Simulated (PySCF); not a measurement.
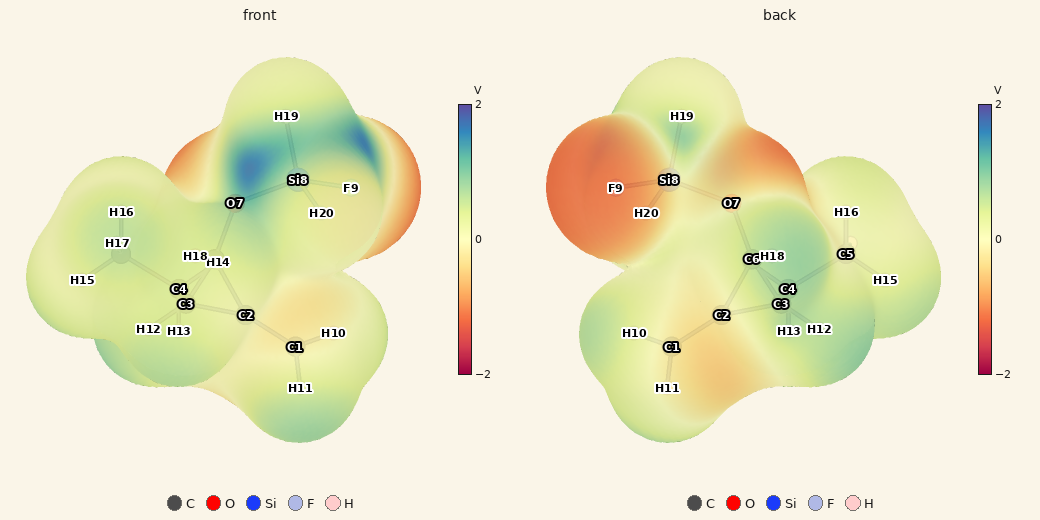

Figure 1: C6H11FOSi. The electrostatic potential painted on the density surface at 0.002 e/bohr³, seen from the front and from behind; red is negative and blue positive.

Geometry: GFN2-xTB.

Computed with PBE0/pcSseg-1, SCF density, gas phase, non-relativistic (PySCF).

| atom | x (Å) | y (Å) | z (Å) |
| --- | --- | --- | --- |
| C | 0.1447 | -2.5108 | -0.7249 |
| C | -0.0646 | -1.2322 | -0.9083 |
| C | -0.9367 | -0.0590 | -0.7582 |
| C | -1.3927 | 0.4044 | 0.6089 |
| C | -1.7508 | 1.8867 | 0.5897 |
| C | 0.5156 | 0.0823 | -1.2032 |
| O | 1.4727 | 0.6531 | -0.3755 |
| Si | 2.4419 | 0.0699 | 0.7659 |
| F | 3.4759 | -0.9907 | 0.1325 |
| H | 1.1061 | -2.9584 | -0.9192 |
| H | -0.6379 | -3.1706 | -0.3854 |
| H | -1.6719 | 0.1147 | -1.5383 |
| H | -2.2628 | -0.1842 | 0.9124 |
| H | -0.5997 | 0.2320 | 1.3383 |
| H | -2.5592 | 2.0769 | -0.1127 |
| H | -0.8889 | 2.4769 | 0.2893 |
| H | -2.0680 | 2.2113 | 1.5775 |
| H | 0.6961 | 0.3597 | -2.2381 |
| H | 3.1759 | 1.2580 | 1.1341 |
| H | 1.7992 | -0.7092 | 1.8122 |

Question: Where is the surface potential most negative and most positive?

Answer: The most negative region (about −1.2 V) lies over F9, the most positive (about +1.5 V) over Si8.

Question: How polar is the molecule by this calculation?

Answer: Its dipole moment is 2.05 D.
